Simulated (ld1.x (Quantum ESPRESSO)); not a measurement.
# A TM potential for fluorine, from input to tests

Aim: build the potential from the settings below, then test how well it stands in for the atom: other configurations, scattering, ghost states and the plane-wave cutoff that it needs.

The numbers are computed with ld1.x (Quantum ESPRESSO) 7.5 (PBE, scalar-relativistic, spin-unpolarised reference atom).

## Step 1: The design

Typed settings, in words:

| Property | Result |
| --- | --- |
| element | fluorine (F, Z = 9) |
| type | norm-conserving Troullier–Martins (Kleinman–Bylander form) |
| frozen core | [He] |
| valence charge | 7 |
| reference configuration | 2s1.5 2p5.5 |
| partial waves | 2p (bound): rc 0.80 bohr; 3d channel at -0.1 Ry: rc 0.75 bohr; 2s (bound): rc 0.85 bohr |
| local potential | the s channel |
| core correction | not asked for |

An earlier all-electron run gives the scale for the radii.

All-electron outer shells of the reference configuration (PBE, scalar-relativistic, ld1.x):

| shell | level (eV) | outermost node (bohr) | outermost maximum (bohr) |
| --- | --- | --- | --- |
| 1s | -663.69 | – | 0.11 |
| 2s | -30.14 | 0.24 | 0.76 |
| 2p | -11.33 | – | 0.71 |

## Step 2: Generation

File F.in:

```
 &input
   title='F', zed=9., rel=1, dft='PBE', iswitch=3,
   config='[He] 2s1.5 2p5.5 3d-2',
   nld=3, rlderiv=0.95, eminld=-4.0, emaxld=5.0, deld=0.02
 /
 &inputp
   pseudotype=2, tm=.true., lloc=0,
   nlcc=.false.,
   file_pseudopw='F.UPF', file_wfcaegen='ae.wfc', file_wfcncgen='nc.wfc', file_beta='beta', file_chi='chi'
 /
3
2P  2  1   5.50   0.00  0.80  0.80  0.0
3D  3  2  -2.00  -0.10  0.75  0.75  0.0
2S  1  0   1.50   0.00  0.85  0.85  0.0
 &test
   configts(1)='2s1.5 2p5.5'
 /
```

Launch:

```console
$ ld1.x < F.in > F.out
```

What the program wrote to F.out (without the banner and most projector matrices):

```text
     Program LD1 v.7.5
     --------------------------- All-electron run ----------------------------

     F
     scalar relativistic calculation

     atomic number is  9.00
     dft =PBE   lsd =0 sic =0 latt =0  beta=0.20 tr2=1.0E-14
     Exchange-correlation= PBE
                           (   1   4   3   4   0   0   0)
     mesh =1105 r(mesh) =  99.76081 a.u. xmin = -7.00 dx = 0.01250
     1 Ry =  13.60569312 eV, c = 137.03599908

     n l     nl                  e(Ry)          e(Ha)          e(eV)
     1 0     1S 1( 2.00)       -48.7805       -24.3902      -663.6924
     2 0     2S 1( 1.50)        -2.2154        -1.1077       -30.1423
     2 1     2P 1( 5.50)        -0.8327        -0.4163       -11.3289

     final scf error:  6.8E-15 reached in  29 iterations

     Etot =    -198.798408 Ry,     -99.399204 Ha,   -2704.790129 eV

     Ekin =     198.629954 Ry,      99.314977 Ha,    2702.498196 eV
     Encl =    -476.236481 Ry,    -238.118240 Ha,   -6479.527414 eV
     Eh   =      99.157259 Ry,      49.578629 Ha,    1349.103235 eV
     Exc  =     -20.349139 Ry,     -10.174570 Ha,    -276.864145 eV

     normalization and overlap integrals

     s(1S/1S) =  1.000000  <r> =   0.1763  <r2> =    0.0420  r(max) =   0.1139
     s(2S/2S) =  1.000000  <r> =   1.0029  <r2> =    1.2262  r(max) =   0.7617
     s(2P/2P) =  1.000000  <r> =   1.1024  <r2> =    1.6282  r(max) =   0.7066

     ------------------------ End of All-electron run ------------------------

     --------------------- Generating NC pseudopotential ---------------------

      Generating local pot.: lloc=0, matching radius rcloc =   0.8500

      Wfc   2P  rcut= 0.801  Using Troullier-Martins method

      Wfc   3D  rcut= 0.743  Using Troullier-Martins method

     ------------------- End of pseudopotential generation -------------------

     [... the all-electron block is printed once more ...]


     Computing logarithmic derivative in   0.94795
     Computing logarithmic derivative in   0.94795
     Computing the partial wave expansion
       no projector for channel:   0
     R is outside the sphere for l=    1 j= 0.00
     R is outside the sphere for l=    2 j= 0.00

     ---------------------- Testing the pseudopotential ----------------------

     F
     scalar relativistic calculation

     atomic number is  9.00   valence charge is  7.00
     dft =PBE   lsd =0 sic =0 latt =0  beta=0.20 tr2=1.0E-14
     mesh =1105 r(mesh) =  99.76081 xmin = -7.00 dx = 0.01250

     n l     nl             e AE (Ry)        e PS (Ry)    De AE-PS (Ry)
     1 0     2S   1( 1.50)       -2.21542       -2.21548        0.00006
     2 1     2P   1( 5.50)       -0.83266       -0.83268        0.00002

     eps = 5.9E-15  iter =  6

     Etot =    -198.798408 Ry,     -99.399204 Ha,   -2704.790129 eV
     Etotps =   -47.509064 Ry,     -23.754532 Ha,    -646.393740 eV

     Ekin =      38.705189 Ry,      19.352595 Ha,     526.610929 eV
     Encl =     -99.997400 Ry,     -49.998700 Ha,   -1360.533942 eV
     Ehrt =      42.262926 Ry,      21.131463 Ha,     575.016404 eV
     Ecxc =      -8.965238 Ry,      -4.482619 Ha,    -121.978278 eV
     Epseu=     -19.514541 Ry,      -9.757270 Ha,    -265.508853 eV

     ---------------------- End of pseudopotential test ----------------------
```

Wall time 0.86 s (1 thread of Neoverse-V1, shared host). This counts the later configuration tests of the new file too.

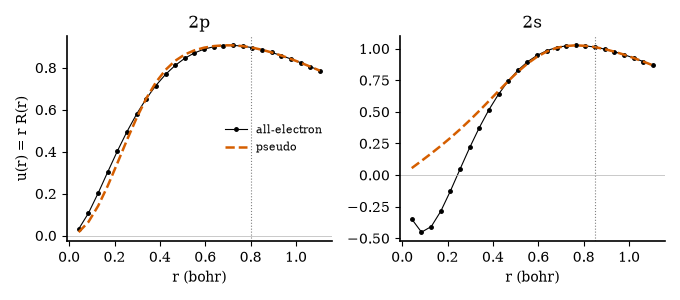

All-electron and pseudo partial waves (2p, 2s), with the matching radii dotted. The curves join 26 sampled radii.

## Step 3: Testing the new file in other configurations

File F.test.in:

```
 &input
   title='F', zed=9., rel=1, dft='PBE', iswitch=2,
   config='[He] 2s1.5 2p5.5 3d-2'
 /
 &test
   file_pseudo='F.UPF', nconf=8,
   configts(1)='2s1.5 2p5.5',
   configts(2)='2s2 2p5',
   configts(3)='2s2 2p4',
   configts(4)='2s2 2p3',
   configts(5)='2s2 2p2',
   configts(6)='2s2 2p5.3',
   configts(7)='2s2 2p4.5',
   configts(8)='2s2 2p1'
 /
```

Launch:

```console
$ ld1.x < F.test.in > F.test.out
```

F.test.out, the pseudopotential blocks:

```text
     ---------------------- Testing the pseudopotential ----------------------

     F
     scalar relativistic calculation

     atomic number is  9.00   valence charge is  7.00
     dft =PBE   lsd =0 sic =0 latt =0  beta=0.20 tr2=1.0E-14
     mesh =1105 r(mesh) =  99.76081 xmin = -7.00 dx = 0.01250

     n l     nl             e AE (Ry)        e PS (Ry)    De AE-PS (Ry)
     1 0     2S   1( 1.50)       -2.21542       -2.21548        0.00006
     2 1     2P   1( 5.50)       -0.83266       -0.83268        0.00002

     eps = 3.6E-16  iter =  6

     Etot =    -198.798408 Ry,     -99.399204 Ha,   -2704.790129 eV
     Etotps =   -47.509064 Ry,     -23.754532 Ha,    -646.393742 eV

     Ekin =      38.705189 Ry,      19.352595 Ha,     526.610929 eV
     Encl =     -99.997400 Ry,     -49.998700 Ha,   -1360.533943 eV
     Ehrt =      42.262926 Ry,      21.131463 Ha,     575.016405 eV
     Ecxc =      -8.965238 Ry,      -4.482619 Ha,    -121.978278 eV
     Epseu=     -19.514541 Ry,      -9.757270 Ha,    -265.508854 eV

     ---------------------- End of pseudopotential test ----------------------

     ---------------------- Testing the pseudopotential ----------------------

     F
     scalar relativistic calculation

     atomic number is  9.00   valence charge is  7.00
     dft =PBE   lsd =0 sic =0 latt =0  beta=0.20 tr2=1.0E-14
     mesh =1105 r(mesh) =  99.76081 xmin = -7.00 dx = 0.01250

     n l     nl             e AE (Ry)        e PS (Ry)    De AE-PS (Ry)
     1 0     2S   1( 2.00)       -2.19758       -2.19827        0.00069
     2 1     2P   1( 5.00)       -0.81670       -0.81647       -0.00023

     eps = 7.4E-15  iter = 11

     Etot =    -199.489330 Ry,     -99.744665 Ha,   -2714.190600 eV
     Etotps =   -48.200215 Ry,     -24.100108 Ha,    -655.797340 eV
     dEtot_ae =      -0.690922 Ry
     dEtot_ps =      -0.691152 Ry,   Delta E=       0.000230 Ry

     Ekin =      36.438228 Ry,      18.219114 Ha,     495.767348 eV
     Encl =    -100.327671 Ry,     -50.163836 Ha,   -1365.027505 eV
     Ehrt =      42.385516 Ry,      21.192758 Ha,     576.684325 eV
     Ecxc =      -8.987874 Ry,      -4.493937 Ha,    -122.286261 eV
     Epseu=     -17.708414 Ry,      -8.854207 Ha,    -240.935249 eV

     ---------------------- End of pseudopotential test ----------------------

     ---------------------- Testing the pseudopotential ----------------------

     F
     scalar relativistic calculation

     atomic number is  9.00   valence charge is  7.00
     dft =PBE   lsd =0 sic =0 latt =0  beta=0.20 tr2=1.0E-14
     mesh =1105 r(mesh) =  99.76081 xmin = -7.00 dx = 0.01250

     n l     nl             e AE (Ry)        e PS (Ry)    De AE-PS (Ry)
     1 0     2S   1( 2.00)       -3.48292       -3.48388        0.00096
     2 1     2P   1( 4.00)       -2.08065       -2.07959       -0.00107

     eps = 1.2E-16  iter = 13

     Etot =    -198.064175 Ry,     -99.032088 Ha,   -2694.800384 eV
     Etotps =   -46.775517 Ry,     -23.387759 Ha,    -636.413330 eV
     dEtot_ae =       0.734233 Ry
     dEtot_ps =       0.733547 Ry,   Delta E=       0.000686 Ry

     Ekin =      34.110224 Ry,      17.055112 Ha,     464.093242 eV
     Encl =     -90.234853 Ry,     -45.117427 Ha,   -1227.707724 eV
     Ehrt =      33.841115 Ry,      16.920557 Ha,     460.431820 eV
     Ecxc =      -7.963087 Ry,      -3.981543 Ha,    -108.343318 eV
     Epseu=     -16.528915 Ry,      -8.264458 Ha,    -224.887350 eV

     ---------------------- End of pseudopotential test ----------------------

     ---------------------- Testing the pseudopotential ----------------------

     F
     scalar relativistic calculation

     atomic number is  9.00   valence charge is  7.00
     dft =PBE   lsd =0 sic =0 latt =0  beta=0.20 tr2=1.0E-14
     mesh =1105 r(mesh) =  99.76081 xmin = -7.00 dx = 0.01250

     n l     nl             e AE (Ry)        e PS (Ry)    De AE-PS (Ry)
     1 0     2S   1( 2.00)       -4.99731       -4.99820        0.00089
     2 1     2P   1( 3.00)       -3.60167       -3.59757       -0.00410

     eps = 2.2E-15  iter = 11

     Etot =    -195.242940 Ry,     -97.621470 Ha,   -2656.415526 eV
     Etotps =   -43.956436 Ry,     -21.978218 Ha,    -598.057779 eV
     dEtot_ae =       3.555468 Ry
     dEtot_ps =       3.552628 Ry,   Delta E=       0.002840 Ry

     Ekin =      30.072222 Ry,      15.036111 Ha,     409.153428 eV
     Encl =     -78.120053 Ry,     -39.060027 Ha,   -1062.877474 eV
     Ehrt =      25.139635 Ry,      12.569818 Ha,     342.042160 eV
     Ecxc =      -6.712039 Ry,      -3.356019 Ha,     -91.321937 eV
     Epseu=     -14.336201 Ry,      -7.168101 Ha,    -195.053956 eV

     ---------------------- End of pseudopotential test ----------------------

     ---------------------- Testing the pseudopotential ----------------------

     F
     scalar relativistic calculation

     atomic number is  9.00   valence charge is  7.00
     dft =PBE   lsd =0 sic =0 latt =0  beta=0.20 tr2=1.0E-14
     mesh =1105 r(mesh) =  99.76081 xmin = -7.00 dx = 0.01250

     n l     nl             e AE (Ry)        e PS (Ry)    De AE-PS (Ry)
     1 0     2S   1( 2.00)       -6.70364       -6.70276       -0.00088
     2 1     2P   1( 2.00)       -5.34782       -5.33480       -0.01302  !

     eps = 7.6E-17  iter = 12

     Etot =    -190.786158 Ry,     -95.393079 Ha,   -2595.777923 eV
     Etotps =   -39.507300 Ry,     -19.753650 Ha,    -537.524194 eV
     dEtot_ae =       8.012249 Ry
     dEtot_ps =       8.001764 Ry,   Delta E=       0.010485 Ry

     Ekin =      24.170210 Ry,      12.085105 Ha,     328.852463 eV
     Encl =     -64.414454 Ry,     -32.207227 Ha,    -876.403291 eV
     Ehrt =      16.980508 Ry,       8.490254 Ha,     231.031575 eV
     Ecxc =      -5.302595 Ry,      -2.651298 Ha,     -72.145486 eV
     Epseu=     -10.940968 Ry,      -5.470484 Ha,    -148.859455 eV

     ---------------------- End of pseudopotential test ----------------------

     ---------------------- Testing the pseudopotential ----------------------

     F
     scalar relativistic calculation

     atomic number is  9.00   valence charge is  7.00
     dft =PBE   lsd =0 sic =0 latt =0  beta=0.20 tr2=1.0E-14
     mesh =1105 r(mesh) =  99.76081 xmin = -7.00 dx = 0.01250

     n l     nl             e AE (Ry)        e PS (Ry)    De AE-PS (Ry)
     1 0     2S   1( 2.00)       -1.86725       -1.86789        0.00064
     2 1     2P   1( 5.30)       -0.49676       -0.49663       -0.00013

     eps = 5.9E-15  iter = 13

     Etot =    -199.685554 Ry,     -99.842777 Ha,   -2716.860368 eV
     Etotps =   -48.396407 Ry,     -24.198203 Ha,    -658.466660 eV
     dEtot_ae =      -0.887146 Ry
     dEtot_ps =      -0.887343 Ry,   Delta E=       0.000197 Ry

     Ekin =      36.827519 Ry,      18.413760 Ha,     501.063928 eV
     Encl =    -102.862043 Ry,     -51.431022 Ha,   -1399.509392 eV
     Ehrt =      44.768848 Ry,      22.384424 Ha,     609.111209 eV
     Ecxc =      -9.237354 Ry,      -4.618677 Ha,    -125.680608 eV
     Epseu=     -17.893377 Ry,      -8.946688 Ha,    -243.451796 eV

     ---------------------- End of pseudopotential test ----------------------

     ---------------------- Testing the pseudopotential ----------------------

     F
     scalar relativistic calculation

     atomic number is  9.00   valence charge is  7.00
     dft =PBE   lsd =0 sic =0 latt =0  beta=0.20 tr2=1.0E-14
     mesh =1105 r(mesh) =  99.76081 xmin = -7.00 dx = 0.01250

     n l     nl             e AE (Ry)        e PS (Ry)    De AE-PS (Ry)
     1 0     2S   1( 2.00)       -2.80814       -2.80896        0.00082
     2 1     2P   1( 4.50)       -1.41356       -1.41306       -0.00050

     eps = 5.9E-16  iter = 11

     Etot =    -198.934914 Ry,     -99.467457 Ha,   -2706.647396 eV
     Etotps =   -47.645933 Ry,     -23.822966 Ha,    -648.255938 eV
     dEtot_ae =      -0.136507 Ry
     dEtot_ps =      -0.136869 Ry,   Delta E=       0.000362 Ry

     Ekin =      35.477764 Ry,      17.738882 Ha,     482.699569 eV
     Encl =     -95.568921 Ry,     -47.784460 Ha,   -1300.281409 eV
     Ehrt =      38.187226 Ry,      19.093613 Ha,     519.563685 eV
     Ecxc =      -8.508778 Ry,      -4.254389 Ha,    -115.767820 eV
     Epseu=     -17.233224 Ry,      -8.616612 Ha,    -234.469962 eV

     ---------------------- End of pseudopotential test ----------------------

     ---------------------- Testing the pseudopotential ----------------------

     F
     scalar relativistic calculation

     atomic number is  9.00   valence charge is  7.00
     dft =PBE   lsd =0 sic =0 latt =0  beta=0.20 tr2=1.0E-14
     mesh =1105 r(mesh) =  99.76081 xmin = -7.00 dx = 0.01250

     n l     nl             e AE (Ry)        e PS (Ry)    De AE-PS (Ry)
     1 0     2S   1( 2.00)       -8.57765       -8.56987       -0.00778  !
     2 1     2P   1( 1.00)       -7.29740       -7.26070       -0.03670  !

     eps = 7.3E-15  iter = 12

     Etot =    -184.479831 Ry,     -92.239915 Ha,   -2509.975963 eV
     Etotps =   -33.223741 Ry,     -16.611871 Ha,    -452.032026 eV
     dEtot_ae =      14.318577 Ry
     dEtot_ps =      14.285323 Ry,   Delta E=       0.033254 Ry

     Ekin =      16.287615 Ry,       8.143807 Ha,     221.604287 eV
     Encl =     -49.450504 Ry,     -24.725252 Ha,    -672.808376 eV
     Ehrt =       9.924646 Ry,       4.962323 Ha,     135.031692 eV
     Ecxc =      -3.801351 Ry,      -1.900676 Ha,     -51.720016 eV
     Epseu=      -6.184147 Ry,      -3.092074 Ha,     -84.139613 eV

     ---------------------- End of pseudopotential test ----------------------
```

The tests as a table, with energies relative to 2s1.5 2p5.5.

```tsv
valence configuration	charge	ΔE all-electron (eV)	error AE − PS (meV)
2s2 2p5	0	-9.400	+3.1
2s2 2p4	+1	9.990	+9.3
2s2 2p3	+2	48.375	+39
2s2 2p2	+3	109.012	+143
2s2 2p5.3	-0.3	-12.070	+2.7
2s2 2p4.5	+0.5	-1.857	+4.9
2s2 2p1	+4	194.814	+452
```

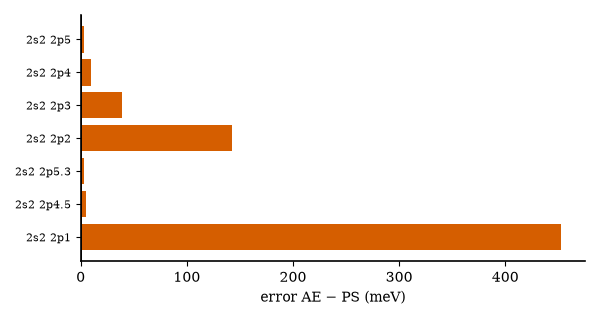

Error of the potential in each test configuration.

## Step 4: Does it scatter like the atom?

Taken from the files of the generation run. The phase is arctan(r·u′/u) with u = r·R, unwrapped, with energies in Ry. A pole is an energy at which the radial function vanishes at the test radius. The pseudo phase is shifted by a multiple of π to meet the all-electron one at the reference energy. Levels narrower than the energy grid can be missing from the poles. The last column is the largest difference on the grid between −1 and +1 Ry.

```tsv
channel	radius (bohr)	reference (Ry)	poles AE	poles PS	window around the reference with phases within 0.05 rad (Ry)	largest difference near zero (rad)
s	0.95	-2.22	none	none	the whole range	0.003
p	0.95	-0.83	none	none	the whole range	0.000
d	0.95	-0.10	none	none	the whole range	0.000
```

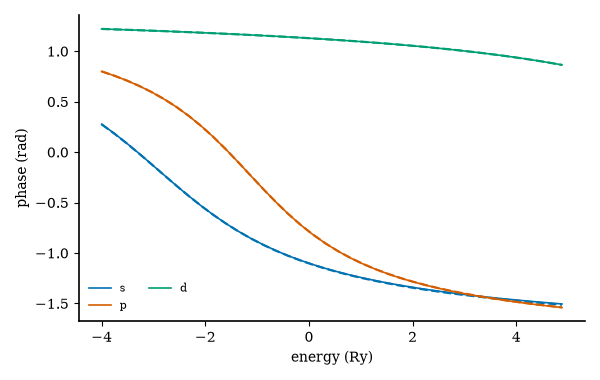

Phases by channel: all-electron solid, pseudo dashed.

## Step 5: Cutoff and ghost test in a Bessel basis

A separate test, outside the generator: the pseudo-atom's Hamiltonian at the reference potential is diagonalised in spherical Bessel functions j_l(qr) that vanish at 20 bohr, with q² up to the cutoff.

All-electron valence levels (Ry): 2p -0.8327, 2s -2.2154. The lowest levels of each channel (Ry) by cutoff; the last column sums, over occupied levels, occupation times the distance from the level at 400 Ry. A positive value at high cutoff is not a bound level.

| cutoff (Ry) | p #1 | d #1 | s #1 | f #1 | Σ f·Δε (mRy) |
| --- | --- | --- | --- | --- | --- |
| 8 | -0.0132 | 0.0806 | -1.9624 | 0.1213 | 4886.9 |
| 15 | -0.1168 | 0.0806 | -2.0464 | 0.1213 | 4190.8 |
| 25 | -0.2622 | 0.0806 | -2.0580 | 0.1213 | 3373.6 |
| 40 | -0.4336 | 0.0806 | -2.1316 | 0.1213 | 2321.0 |
| 55 | -0.5689 | 0.0806 | -2.1830 | 0.1213 | 1499.5 |
| 90 | -0.7514 | 0.0806 | -2.2108 | 0.1213 | 453.9 |
| 120 | -0.8136 | 0.0806 | -2.2112 | 0.1213 | 111.5 |
| 180 | -0.8319 | 0.0806 | -2.2146 | 0.1213 | 5.6 |
| 260 | -0.8324 | 0.0806 | -2.2153 | 0.1213 | 2.0 |
| 300 | -0.8325 | 0.0806 | -2.2154 | 0.1213 | 1.0 |
| 400 | -0.8327 | 0.0806 | -2.2155 | 0.1213 | 0.0 |

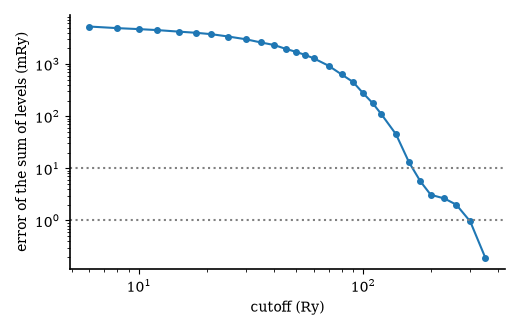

Occupation-weighted error of the valence levels against the cutoff; the dotted lines mark 10 and 1 mRy.

The sum stays within 10 mRy from 180 Ry and within 1 mRy from 300 Ry. The sum leaves out empty levels, which can need more. Ghost test: no level below the all-electron spectrum of its channel (p, d, s, f tested).

## Step 6: Summary of results

```
                                                quantity                  value
               cutoffs for 10 and 1 mRy, occupied levels      180 Ry and 300 Ry
                                            bound ghosts             none found
                            largest test error (AE − PS)  +452 meV, for 2s2 2p1
largest phase difference near zero energy, channels read              0.003 rad
```

By total energies transferability is fair for so large an energy: the largest error is 452 meV on 194.8 eV, for 2s2 2p1. That test lies far up in energy; among those under 40 eV, nearer to bonding, the largest error is 9.3 meV. By its cutoff, 180 Ry for the looser tolerance, it is very hard. It is free of bound ghosts as far as tested. Near zero energy the phases of the channels with partial waves agree within 0.003 rad.
